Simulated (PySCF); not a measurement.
Consider C4H12PSi2 (SMILES C=C[C@H](C)[SiH2][SiH]P) (doublet).

```xyz
19

C    -2.7056   -1.6589   -0.3590
C    -2.1310   -0.5161   -0.6929
C    -1.0158    0.1255    0.0515
C    -1.2224    1.6329    0.1605
Si    0.6253   -0.3023   -0.8537
Si    2.3534    0.4110    0.5132
P     4.3701   -0.0009   -0.3629
H    -3.4945   -2.0980   -0.9453
H    -2.4058   -2.2043    0.5213
H    -2.4534    0.0102   -1.5824
H    -0.9754   -0.2984    1.0591
H    -1.2641    2.0872   -0.8277
H    -2.1584    1.8544    0.6723
H    -0.4112    2.0970    0.7184
H     0.6806   -1.7664   -0.9968
H     0.4988    0.2115   -2.2308
H     2.4358    1.8679    0.7755
H     4.2133   -1.3733   -0.4203
H     5.0505   -0.0698    0.8379
```

Geometry: GFN2-xTB.

Computed with UKS B3LYP, pcH-1 on C H P Si, non-relativistic, mean-field spin-orbit, GIAO in PySCF.

What can the converged electron density, electron localisation function and spin density tell about the bonding?

C–C (1.32 Å): ρ at the midpoint is about 2 e/Å³; the ELF peaks at about 0.90 between the atoms (a multiple bond).
C–H (1.08 Å): ρ at the midpoint is about 1.7 e/Å³; the ELF is about 1 at the midpoint (an ordinary covalent bond to hydrogen).
C–C (1.49 Å): the density is about 1.6 e/Å³ at the midpoint; the ELF peaks at about 0.95 between the atoms; a covalent bond.
The unpaired spin (1 electron) lies mostly on Si6 (about 0.7), P7 (about 0.1) and Si5 (about 0.1), in electrons by Hirshfeld's partition.

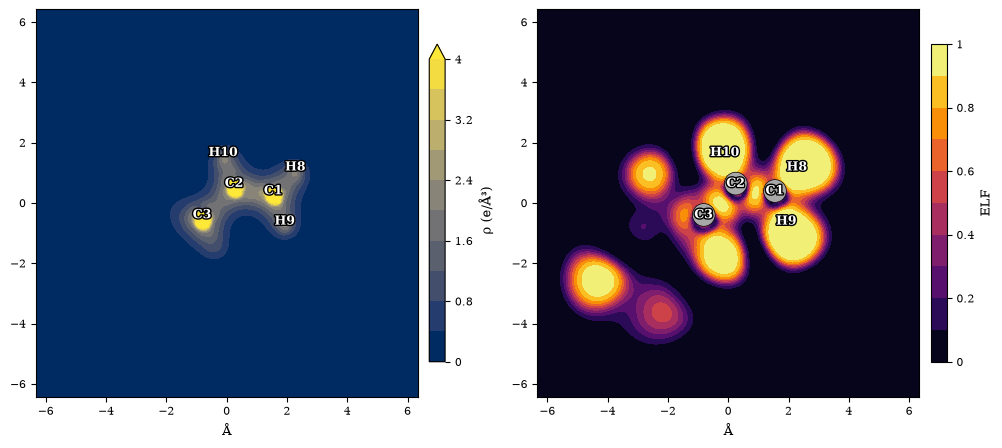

Computed electron density and electron localisation function on the plane of atoms C2, C1 and H9, in this order. Grey discs cover the atomic cores in the ELF map. 
